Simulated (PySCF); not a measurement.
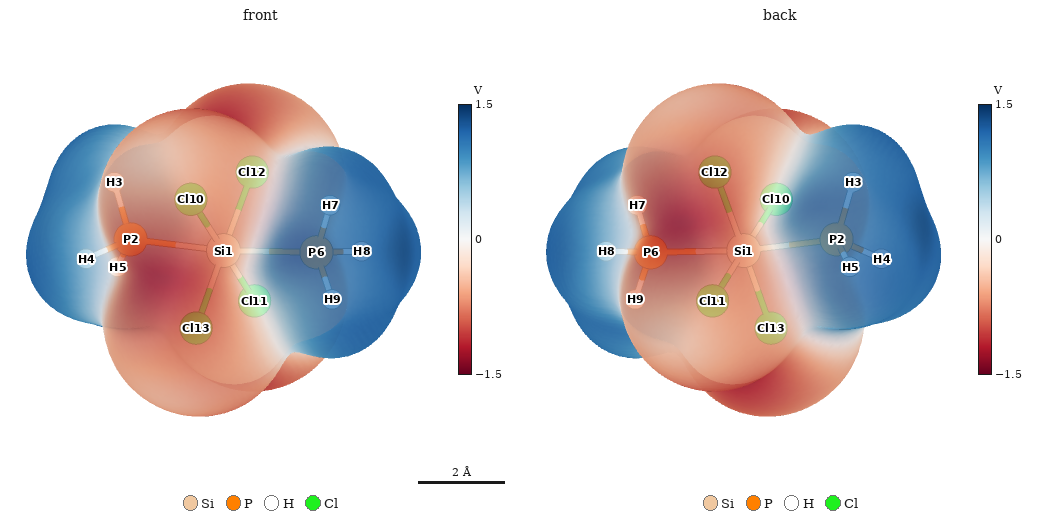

Figure. Cl$_{4}$H$_{6}$P$_{2}$Si (trans-Si(PH3)2Cl4). The molecular electrostatic potential painted on the density surface at 0.001 e/bohr³, seen from the front and from behind; red is negative and blue positive.

Geometry: PBE0-D3(BJ)/def2-SVP.

These are results of PySCF 2.14.0, wB97X-D/def2-SVPD, SCF density, gas phase, not measurements.

| atom | x (Å) | y (Å) | z (Å) |
| --- | --- | --- | --- |
| Si | -0.0526 | -0.0802 | 0.0020 |
| P | -0.0649 | 0.0892 | 2.3640 |
| H | 0.4287 | 1.3082 | 2.8803 |
| H | 0.7463 | -0.8653 | 3.0168 |
| H | -1.2931 | -0.0455 | 3.0550 |
| P | 0.0904 | -0.0657 | -2.3620 |
| H | 1.1910 | 0.6387 | -2.9000 |
| H | -1.0064 | 0.5532 | -3.0001 |
| H | 0.1726 | -1.3021 | -3.0461 |
| Cl | 2.1134 | 0.1544 | 0.1783 |
| Cl | -2.2015 | -0.2987 | -0.1371 |
| Cl | -0.2598 | 2.0894 | -0.1793 |
| Cl | 0.1665 | -2.2278 | 0.1505 |

Q: Which sites attract a positive test charge, and which a negative one?

A: A positive charge is drawn to the negative regions and a negative charge to the positive ones. The most negative region (about −1.2 V) lies over Cl10, Cl11, Cl12 and Cl13, the most positive (about +1.3 V) over P2 and P6.
